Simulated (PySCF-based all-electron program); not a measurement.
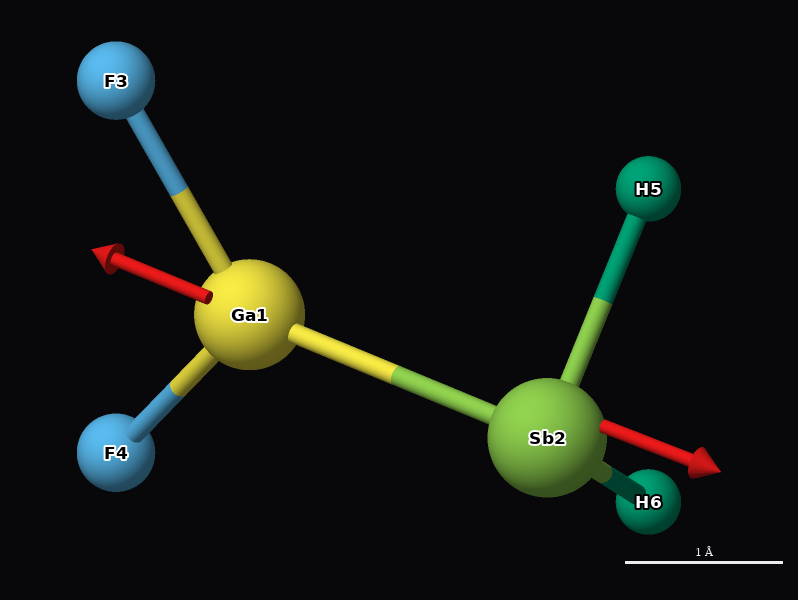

Arrows show the forces on the atoms, 0.3 Å of arrow for 1 eV/Å; forces under a tenth of the largest aren't drawn. Level of theory: PBE, all-electron, scalar-relativistic (spin-free Dirac), large uncontracted Gaussian sets (PySCF-based all-electron program).

### Along which bond is the force strongest?

Ga1–Sb2, now 2.341 Å: the forces push its atoms apart, so a first step downhill lengthens it.

List the force components in the frame of the picture (x right, y up, z towards the viewer), in eV/Å.

| atom | Fx | Fy | Fz |
| --- | --- | --- | --- |
| Ga1 | −2.51 | 1.04 | −1.46 |
| Sb2 | 2.52 | −0.98 | 1.39 |
| F3 | 0.00 | −0.09 | −0.06 |
| F4 | 0.00 | 0.08 | 0.07 |
| H5 | 0.00 | −0.03 | 0.03 |
| H6 | 0.00 | −0.02 | 0.04 |
